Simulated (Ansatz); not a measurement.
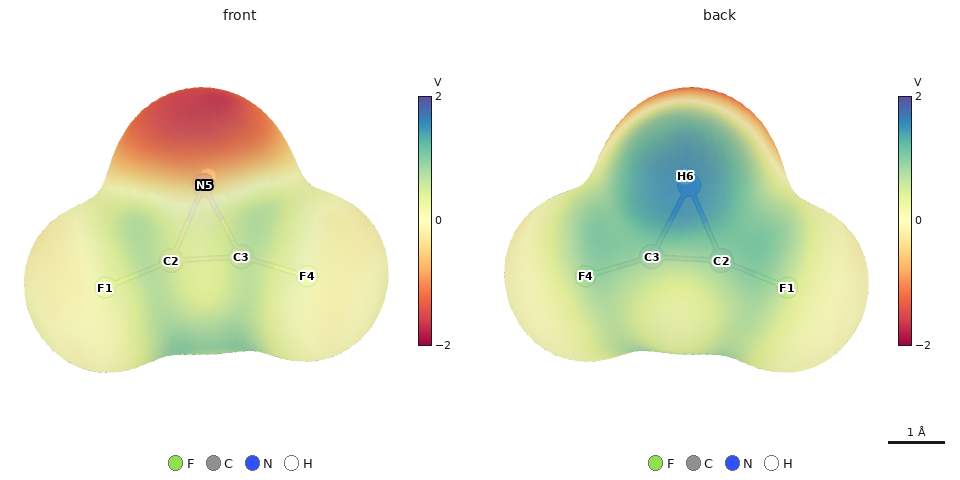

C$_{2}$HF$_{2}$N (SMILES FC1=C(F)N1). The electrostatic potential painted on the density surface at 0.002 e/bohr³, seen from the front and from behind; red is negative and blue positive.

Geometry: PBE0-D4/def2-TZVP.

Theory: RKS PBE0-D4/def2-TZVPP (Ansatz 0.2.0).

```xyz
6

F    -1.0147   -1.0904    1.3571
C    -0.3992   -0.4249    0.4379
C     0.0068   -0.1513   -0.7256
F     0.1569   -0.3018   -1.9990
N     0.7989    0.4666    0.3808
H     0.4935    1.4379    0.5026
```

**Where is the surface potential most negative and most positive?**

The most negative region (about −1.7 V) lies over N5, the most positive (about +1.5 V) over H6. N5 is the likeliest acceptor of a hydrogen bond.
